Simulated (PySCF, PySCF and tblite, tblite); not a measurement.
# C₂H₁₁B₄P: a scan of pyramidal angle

How do energy and shieldings of C₂H₁₁B₄P (`BBPBCBC`) change along pyramidal angle?

Computed with tblite 0.8.0 (tight binding) and PySCF 2.14.0 (DFT, with response routines of our own); each step states its level. Atoms count from 0 throughout.

## 1. The molecule as given

18 atoms, charge 0, multiplicity 1; geometry from: force field or distance geometry start.

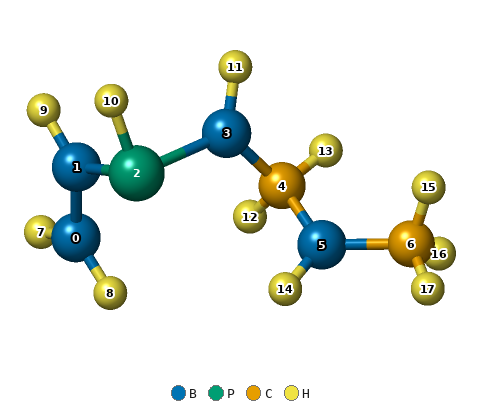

The starting geometry (boron blue, phosphorus teal, carbon amber, hydrogen yellow), atoms numbered.

## 2. GFN2-xTB relaxation, start minimum

The job: settings as JSON, then the geometry in Å.

```
{"job": {"xc": "GFN2-xTB", "basis": "xTB", "kind": "relax"}, "charge": 0, "multiplicity": 1}
B     -3.099800     1.085300    -0.344700
B     -2.631600     0.545300     1.134200
P     -1.373500    -0.932200     1.282600
B      0.185900     0.208000     1.220000
C      0.789700     0.691100    -0.150700
B      1.386100    -0.538900    -0.970400
C      2.939500    -0.595700    -1.321500
H     -3.835400     2.015100    -0.419900
H     -2.702500     0.562300    -1.323100
H     -3.001000     1.091600     2.124800
H     -1.430100    -0.957700     2.729300
H      0.602000     0.648900     2.238400
H     -0.008800     1.179000    -0.751100
H      1.595700     1.434500     0.038100
H      0.675200    -1.406000    -1.314600
H      3.528800    -0.590200    -0.367500
H      3.215500     0.283400    -1.933000
H      3.155600    -1.534000    -1.882600
```

The run is started by

```
> OMP_NUM_THREADS=1 python ens_run.py task.json out
```

One launch serves the whole session.

Output:

```text
step      E/eV     max force
  0    -469.35431    1.954
  1    -469.48406    1.399
  2    -469.60553    0.723
  3    -469.63128    0.593
  4    -469.67381    0.341
  5    -469.68654    0.324
  6    -469.71537    0.279
  7    -469.72733    0.279
  8    -469.73972    0.278
  9    -469.74938    0.265
 10    -469.76145    0.253
 11    -469.77601    0.368
 12    -469.79475    0.401
 13    -469.81800    0.383
 14    -469.84895    0.476
 15    -469.89143    0.602
 16    -469.94737    0.666
 17    -470.00531    0.660
 18    -470.04483    0.507
 19    -470.04030    1.151
 20    -470.08758    0.463
 21    -470.10542    0.379
 22    -470.13866    0.422
 23    -470.15366    0.388
 24    -470.17209    0.283
 25    -470.18380    0.278
 26    -470.19510    0.208
 27    -470.20312    0.259
 28    -470.21059    0.249
 29    -470.21715    0.200
 30    -470.22448    0.179
 31    -470.23044    0.231
 32    -470.23633    0.227
 33    -470.24133    0.174
 34    -470.24641    0.163
 35    -470.25105    0.188
 36    -470.25508    0.153
 37    -470.25774    0.125
 38    -470.25944    0.110
 39    -470.26081    0.088
 40    -470.26221    0.107
 41    -470.26384    0.093
 42    -470.26557    0.117
 43    -470.26725    0.102
 44    -470.26893    0.089
 45    -470.27059    0.105
 46    -470.27206    0.083
 47    -470.27341    0.085
 48    -470.27473    0.075
 49    -470.27611    0.098
 50    -470.27765    0.094
 51    -470.27930    0.097
 52    -470.28085    0.096
 53    -470.28233    0.083
 54    -470.28386    0.082
 55    -470.28531    0.119
 56    -470.28666    0.092
 57    -470.28805    0.089
 58    -470.28961    0.089
 59    -470.29146    0.105
 60    -470.29332    0.123
 61    -470.29481    0.083
 62    -470.29607    0.089
 63    -470.29716    0.086
 64    -470.29826    0.105
 65    -470.29945    0.074
 66    -470.30052    0.079
 67    -470.30161    0.080
 68    -470.30279    0.089
 69    -470.30411    0.098
 70    -470.30564    0.093
 71    -470.30717    0.099
 72    -470.30836    0.067
 73    -470.30911    0.057
 74    -470.30964    0.050
 75    -470.31004    0.045
 76    -470.31035    0.040
 77    -470.31060    0.033
 78    -470.31086    0.043
 79    -470.31111    0.038
 80    -470.31133    0.034
 81    -470.31152    0.034
 82    -470.31171    0.031
 83    -470.31196    0.035
 84    -470.31223    0.037
 85    -470.31250    0.033
 86    -470.31273    0.037
 87    -470.31296    0.036
 88    -470.31326    0.043
 89    -470.31360    0.042
 90    -470.31392    0.037
 91    -470.31422    0.042
 92    -470.31454    0.042
 93    -470.31490    0.052
 94    -470.31521    0.042
 95    -470.31545    0.034
 96    -470.31564    0.036
 97    -470.31585    0.037
 98    -470.31610    0.036
 99    -470.31635    0.041
100    -470.31654    0.032
101    -470.31667    0.025
102    -470.31678    0.025
103    -470.31692    0.027
104    -470.31712    0.037
105    -470.31741    0.046
106    -470.31777    0.041
107    -470.31809    0.032
108    -470.31833    0.036
109    -470.31859    0.045
110    -470.31892    0.058
111    -470.31930    0.055
112    -470.31964    0.038
113    -470.31990    0.037
114    -470.32010    0.045
115    -470.32028    0.046
116    -470.32046    0.030
117    -470.32061    0.028
118    -470.32073    0.017
119    -470.32079    0.018
120    -470.32085    0.021
121    -470.32093    0.020
122    -470.32103    0.022
123    -470.32113    0.027
124    -470.32121    0.031
125    -470.32132    0.030
126    -470.32149    0.039
127    -470.32176    0.049
128    -470.32213    0.051
129    -470.32255    0.057
130    -470.32296    0.048
131    -470.32327    0.058
132    -470.32334    0.108
133    -470.32403    0.073
134    -470.32452    0.045
135    -470.32512    0.038
136    -470.32560    0.046
137    -470.32606    0.050
138    -470.32633    0.045
139    -470.32642    0.063
140    -470.32677    0.030
141    -470.32702    0.026
142    -470.32734    0.023
143    -470.32746    0.024
144    -470.32761    0.040
145    -470.32779    0.048
146    -470.32808    0.039
147    -470.32827    0.038
148    -470.32849    0.039
149    -470.32879    0.042
150    -470.32914    0.035
151    -470.32937    0.023
152    -470.32947    0.028
153    -470.32952    0.020
154    -470.32958    0.018
155    -470.32968    0.029
156    -470.32974    0.030
157    -470.32978    0.021
158    -470.32981    0.013
159    -470.32984    0.010
160    -470.32986    0.009
161    -470.32989    0.008
162    -470.32990    0.009
163    -470.32992    0.011
164    -470.32994    0.013
165    -470.32996    0.011
166    -470.32998    0.013
167    -470.33000    0.009
168    -470.33001    0.010
169    -470.33003    0.010
170    -470.33006    0.009
171    -470.33009    0.017
172    -470.33011    0.017
173    -470.33014    0.014
174    -470.33015    0.011
175    -470.33017    0.010
176    -470.33018    0.009
177    -470.33020    0.008
178    -470.33021    0.007
179    -470.33022    0.007
180    -470.33023    0.009
181    -470.33024    0.008
182    -470.33025    0.008
183    -470.33026    0.010
184    -470.33028    0.009
185    -470.33030    0.012
186    -470.33031    0.010
187    -470.33032    0.008
188    -470.33034    0.009
189    -470.33035    0.011
190    -470.33036    0.015
191    -470.33038    0.008
192    -470.33039    0.010
193    -470.33041    0.011
194    -470.33043    0.017
195    -470.33046    0.018
196    -470.33049    0.013
197    -470.33051    0.013
198    -470.33053    0.009
199    -470.33055    0.009
200    -470.33056    0.010
201    -470.33058    0.009
202    -470.33059    0.009
203    -470.33060    0.008
204    -470.33061    0.009
205    -470.33063    0.010
206    -470.33064    0.007
207    -470.33065    0.006
208    -470.33065    0.005
209    -470.33066    0.005
210    -470.33066    0.005
211    -470.33067    0.005
212    -470.33067    0.004
213    -470.33067    0.004
214    -470.33068    0.005
215    -470.33068    0.005
216    -470.33068    0.005
217    -470.33068    0.005
218    -470.33069    0.005
219    -470.33069    0.006
220    -470.33070    0.006
221    -470.33070    0.005
222    -470.33070    0.006
223    -470.33071    0.006
224    -470.33071    0.005
225    -470.33072    0.006
226    -470.33072    0.006
227    -470.33073    0.005
228    -470.33073    0.006
229    -470.33074    0.007
230    -470.33075    0.008
231    -470.33075    0.007
232    -470.33076    0.007
233    -470.33077    0.007
234    -470.33078    0.009
235    -470.33079    0.009
236    -470.33080    0.008
237    -470.33080    0.008
238    -470.33081    0.005
239    -470.33081    0.003
240    -470.33081    0.003
241    -470.33082    0.005
242    -470.33082    0.006
243    -470.33082    0.006
244    -470.33083    0.006
245    -470.33083    0.005
246    -470.33083    0.004
247    -470.33084    0.003
248    -470.33084    0.003
249    -470.33084    0.003
```

It took 1.5 s on 1 thread of Intel Xeon Platinum 8488C, shared host.

The energy fell by 0.977 eV, and the atoms moved 0.67 Å (root mean square).

## 3. Relaxed scan, pyramidal angle

The job: settings as JSON, then the geometry in Å.

```
{"job": {"xc": "GFN2-xTB", "basis": "xTB", "coordinate": [["t", [10, 1, 3, 2], 0.3333333333333333], ["t", [1, 3, 10, 2], 0.3333333333333333], ["t", [3, 10, 1, 2], 0.3333333333333333]], "kind": "drive"}, "charge": 0, "multiplicity": 1}
B     -2.626283     1.158053    -0.353323
B     -2.705803     0.395216     1.089547
P     -1.271152    -0.507496     1.767514
B      0.368672     0.069810     1.243990
C      0.504425     0.670707    -0.217307
B      1.220085    -0.414369    -1.094771
C      2.788639    -0.473155    -1.206993
H     -2.438845     2.317357    -0.437399
H     -2.869873     0.632588    -1.376919
H     -3.682541     0.356304     1.745224
H     -1.353962    -0.725707     3.129672
H      1.309097    -0.074556     1.928166
H     -0.490224     0.917079    -0.609874
H      1.092926     1.587922    -0.169637
H      0.577306    -1.217924    -1.661157
H      3.311822     0.213401    -0.546014
H      3.092374    -0.238093    -2.227837
H      3.164576    -1.477231    -1.014539
```

Output:

```text
point  coordinate     E/eV
  0     26.800     -470.33079
  1     34.500     -470.32214
```

Wall time 0.31 s (1 thread of Intel Xeon Platinum 8488C, shared host).

## 4. Relaxed scan, pyramidal angle

job is that of step 3.

Output:

```text
point  coordinate     E/eV
  0     18.900     -470.32656
  1      9.500     -470.32046
  2     -0.000     -470.31937
  3     -9.400     -470.32123
  4    -18.800     -470.32714
  5    -26.700     -470.32790
  6    -34.500     -470.31693
```

Wall time 2.2 s (1 thread of Intel Xeon Platinum 8488C, shared host).

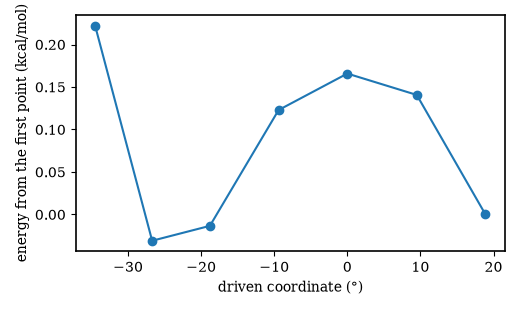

Energy along the scan.

## 5. Shieldings, coordinate held at -34.5: PBE0/pcSseg-1

The job: settings as JSON, then the geometry in Å.

```
{"job": {"kind": "nmr", "xc": "PBE0", "basis": "pcSseg-1", "every": 1, "pop": false}, "charge": 0, "multiplicity": 1}
B     -2.561916     0.978168    -0.487515
B     -2.611667     0.243494     0.964391
P     -1.235648     0.343911     2.178971
B      0.410461     0.191980     1.397041
C      0.666158     0.880713    -0.006268
B      1.084295    -0.223802    -1.040692
C      2.595704    -0.574527    -1.300260
H     -2.819292     2.115811    -0.641013
H     -2.340045     0.395381    -1.483610
H     -3.559739    -0.333475     1.355711
H     -1.369872    -0.674806     3.107074
H      1.289033    -0.328889     1.973434
H     -0.241009     1.401454    -0.332386
H      1.468775     1.611458     0.114615
H      0.256606    -0.815539    -1.626554
H      3.293190    -0.087011    -0.623985
H      2.868239    -0.281581    -2.314982
H      2.773294    -1.647786    -1.250270
```

Output:

```text
coarse grid: 14960 points
cycle   1  E = -523.0220470662  dE =  3.868e-01  |g| = 4.443e-01  |ddm| = 3.636e+00
cycle   2  E = -523.0139817289  dE =  8.065e-03  |g| = 4.816e-01  |ddm| = 9.025e-01
cycle   3  E = -523.0793102369  dE = -6.533e-02  |g| = 4.288e-02  |ddm| = 5.487e-01
cycle   4  E = -523.0797759205  dE = -4.657e-04  |g| = 2.314e-02  |ddm| = 8.597e-02
cycle   5  E = -523.0799276228  dE = -1.517e-04  |g| = 4.032e-03  |ddm| = 2.923e-02
cycle   6  E = -523.0799320488  dE = -4.426e-06  |g| = 1.304e-03  |ddm| = 5.810e-03
final grid: 138272 points
cycle   7  E = -523.1145650668  dE = -4.937e-05  |g| = 8.049e-03  |ddm| = 3.176e-02
cycle   8  E = -523.1145581319  dE =  6.935e-06  |g| = 9.437e-03  |ddm| = 1.724e-02
cycle   9  E = -523.1145836104  dE = -2.548e-05  |g| = 5.786e-04  |ddm| = 1.042e-02
cycle  10  E = -523.1145837207  dE = -1.103e-07  |g| = 1.925e-04  |ddm| = 1.138e-03
cycle  11  E = -523.1145837306  dE = -9.892e-09  |g| = 4.314e-05  |ddm| = 2.263e-04
cycle  12  E = -523.1145837312  dE = -5.502e-10  |g| = 8.917e-06  |ddm| = 6.079e-05
converged SCF energy = -523.1145837312

GIAO shielding tensors (ppm)
atom      isotropic    diamagn.    paramagn.     s11        s22        s33       span
  0 B       -1.426     193.901    -195.328   -120.127    -19.744    135.593    255.720
  1 B       11.150     200.495    -189.344    -99.015     -2.478    134.944    233.958
  2 P      352.644     971.810    -619.166    185.606    412.022    460.304    274.697
  3 B       23.569     195.713    -172.144    -55.452     -6.300    132.458    187.910
  4 C      129.031     258.235    -129.204     68.438    137.202    181.452    113.014
  5 B       13.049     192.606    -179.557    -61.857    -20.717    121.722    183.579
  6 C      169.007     252.123     -83.117    144.585    177.888    184.547     39.961
  7 H       21.710      29.677      -7.967     10.219     25.055     29.856     19.636
  8 H       21.702      30.151      -8.450     10.067     24.356     30.681     20.614
  9 H       21.739      29.245      -7.506     12.032     25.445     27.740     15.708
 10 H       26.557      31.531      -4.973     22.550     24.628     32.494      9.944
 11 H       23.865      30.978      -7.113     17.571     26.064     27.961     10.389
 12 H       30.016      36.166      -6.150     28.719     30.076     31.252      2.533
 13 H       28.902      32.454      -3.552     25.302     29.008     32.395      7.092
 14 H       24.196      32.074      -7.878     17.922     26.451     28.214     10.292
 15 H       30.286      31.149      -0.863     27.311     29.671     33.875      6.564
 16 H       30.661      28.549       2.112     27.124     28.555     36.304      9.180
 17 H       30.515      29.842       0.673     27.107     28.421     36.017      8.910
```

Wall time 31 s (1 thread of Intel Xeon Platinum 8488C, shared host); peak memory 0.82 GiB.

Key values: HOMO -7.54 eV, LUMO -2.02 eV; dipole 0.76 D.

Orbitals, density, ELF and potential are computed afterwards from the orbital file.

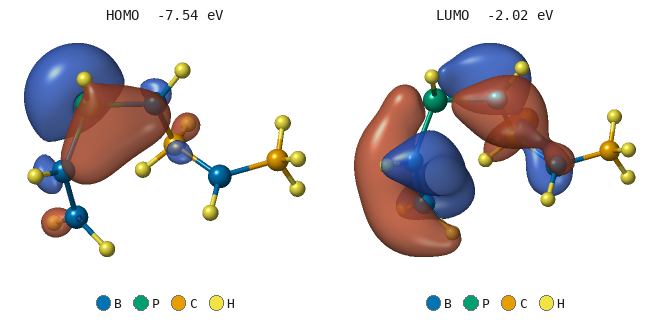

PBE0/pcSseg-1 orbitals near the gap, drawn at the value that encloses 70 % of each; the two colours are the two signs.

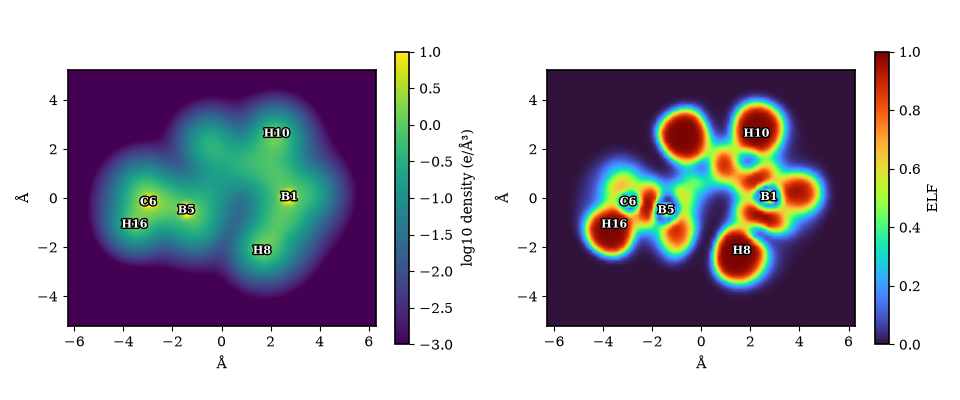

Density (left) and ELF (right) in a plane through or near 6 of the atoms.

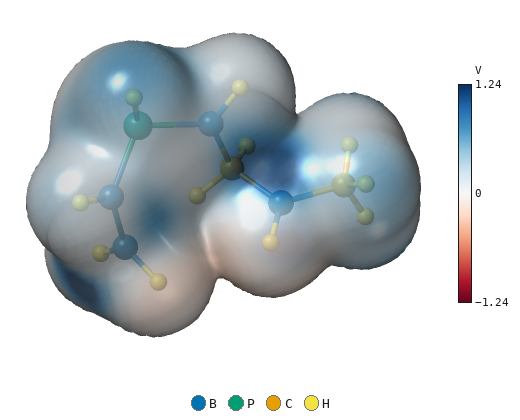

The potential that a unit positive charge feels on the 0.002 e/bohr³ surface, from -0.44 V near P2 to 1.24 V near B5.

## 6. Shieldings, coordinate held at -0: PBE0/pcSseg-1

The job: settings as JSON, then the geometry in Å.

```
{"job": {"kind": "nmr", "xc": "PBE0", "basis": "pcSseg-1", "every": 1, "pop": false}, "charge": 0, "multiplicity": 1}
B     -2.517532     1.075003    -0.444860
B     -2.694666     0.333901     1.005186
P     -1.238234    -0.149177     1.963945
B      0.435884     0.115852     1.362284
C      0.570135     0.763831    -0.082603
B      1.134476    -0.337353    -1.043442
C      2.680345    -0.499414    -1.291197
H     -2.493388     2.246904    -0.561529
H     -2.544681     0.488019    -1.464318
H     -3.738382     0.086601     1.488398
H     -1.408799    -0.741206     3.198016
H      1.378595    -0.175263     1.992795
H     -0.421397     1.105175    -0.413772
H      1.234468     1.627846    -0.030939
H      0.394069    -1.080581    -1.571898
H      3.305062     0.121299    -0.653728
H      2.913020    -0.242049    -2.325343
H      2.997443    -1.534230    -1.168323
```

Output:

```text
coarse grid: 14960 points
cycle   1  E = -523.0229248603  dE =  4.384e-01  |g| = 4.418e-01  |ddm| = 3.653e+00
cycle   2  E = -523.0154366085  dE =  7.488e-03  |g| = 4.785e-01  |ddm| = 8.903e-01
cycle   3  E = -523.0803519163  dE = -6.492e-02  |g| = 4.306e-02  |ddm| = 5.144e-01
cycle   4  E = -523.0807862616  dE = -4.343e-04  |g| = 2.453e-02  |ddm| = 7.942e-02
cycle   5  E = -523.0809597893  dE = -1.735e-04  |g| = 5.158e-03  |ddm| = 2.933e-02
cycle   6  E = -523.0809672247  dE = -7.435e-06  |g| = 1.964e-03  |ddm| = 7.959e-03
final grid: 138272 points
cycle   7  E = -523.1154781970  dE = -4.431e-05  |g| = 8.323e-03  |ddm| = 3.308e-02
cycle   8  E = -523.1154700652  dE =  8.132e-06  |g| = 9.817e-03  |ddm| = 1.825e-02
cycle   9  E = -523.1154987881  dE = -2.872e-05  |g| = 6.013e-04  |ddm| = 1.064e-02
cycle  10  E = -523.1154988996  dE = -1.115e-07  |g| = 2.151e-04  |ddm| = 9.537e-04
cycle  11  E = -523.1154989137  dE = -1.410e-08  |g| = 6.074e-05  |ddm| = 3.077e-04
cycle  12  E = -523.1154989149  dE = -1.170e-09  |g| = 2.509e-05  |ddm| = 1.071e-04
cycle  13  E = -523.1154989151  dE = -1.929e-10  |g| = 3.436e-06  |ddm| = 2.693e-05
converged SCF energy = -523.1154989151

GIAO shielding tensors (ppm)
atom      isotropic    diamagn.    paramagn.     s11        s22        s33       span
  0 B        4.788     193.824    -189.036   -106.687    -14.622    135.671    242.358
  1 B       23.524     199.589    -176.065    -75.564      4.328    141.806    217.370
  2 P      333.169     972.747    -639.578    180.878    361.996    456.634    275.756
  3 B       34.940     196.304    -161.365    -33.227      2.521    135.524    168.751
  4 C      128.250     258.890    -130.639     72.471    140.774    171.506     99.035
  5 B       14.207     192.421    -178.215    -59.822    -18.555    120.996    180.817
  6 C      169.278     251.952     -82.674    144.656    178.533    184.644     39.988
  7 H       22.124      29.702      -7.578     11.145     24.744     30.485     19.340
  8 H       22.196      30.126      -7.930     11.505     24.623     30.461     18.956
  9 H       22.363      28.799      -6.436     14.323     25.081     27.685     13.362
 10 H       25.905      30.882      -4.977     22.019     23.236     32.461     10.442
 11 H       24.359      30.904      -6.545     19.494     26.005     27.579      8.085
 12 H       31.525      37.581      -6.055     29.632     31.690     33.254      3.622
 13 H       28.813      32.940      -4.128     25.123     29.090     32.225      7.103
 14 H       24.393      31.876      -7.483     18.135     26.607     28.436     10.300
 15 H       30.323      31.114      -0.790     27.314     29.849     33.807      6.492
 16 H       30.722      28.486       2.237     27.207     28.504     36.456      9.249
 17 H       30.552      29.466       1.086     27.226     28.333     36.097      8.871
```

It took 25 s on 1 thread of Intel Xeon Platinum 8488C, shared host; peak memory 0.82 GiB.

Key values: HOMO -7.29 eV, LUMO -2.21 eV; dipole 0.86 D.

[end of part 1 of 3]
